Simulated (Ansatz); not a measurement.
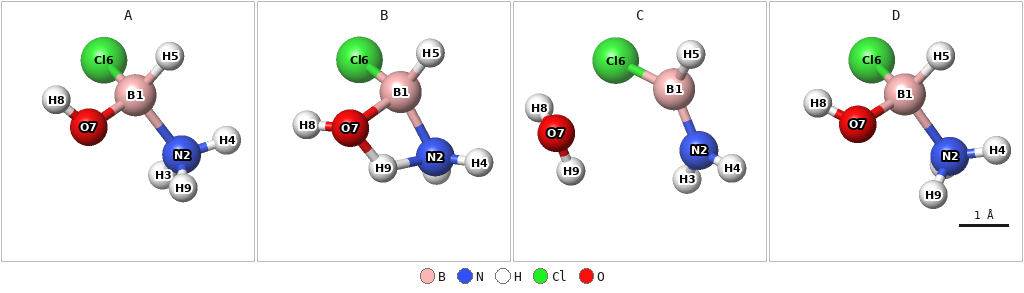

4 geometries from a converged minimum-energy path of BNH₅OCl, made up of BNH3Cl and H$_{2}$O, shuffled. Style: ball-and-stick. Shown from a free direction.

Computed with RHF/def2-SVP in Ansatz. Settings: 7 movable images; climbing image; force threshold 0.03 eV/Å; iteration limit 60; starting path through a guess of the saddle point.

> Which frame is the transition state?

B. In order along the path, whose images run from 0 to 8: C (image 1, +0.01 eV), B (image 4, +1.12 eV), D (image 6, −0.46 eV), A (image 7, −0.51 eV). Breaking: O7–H9 (0.95 → 1.17 at the top → 2.60 Å). Forming: B1–O7 (3.22 → 1.57 at the top → 1.40 Å), N2–H9 (3.67 → 1.34 at the top → 1.01 Å).

Limits of the set-up: the start holds two separate molecules, 2.8 Å apart at their closest, whose relative position is a soft coordinate and is computed without a dispersion correction; Hartree-Fock leaves out electron correlation.

The run took 2.2 min on 1 thread of Arm Neoverse V1, on a shared host, peak memory 0.15 GiB.
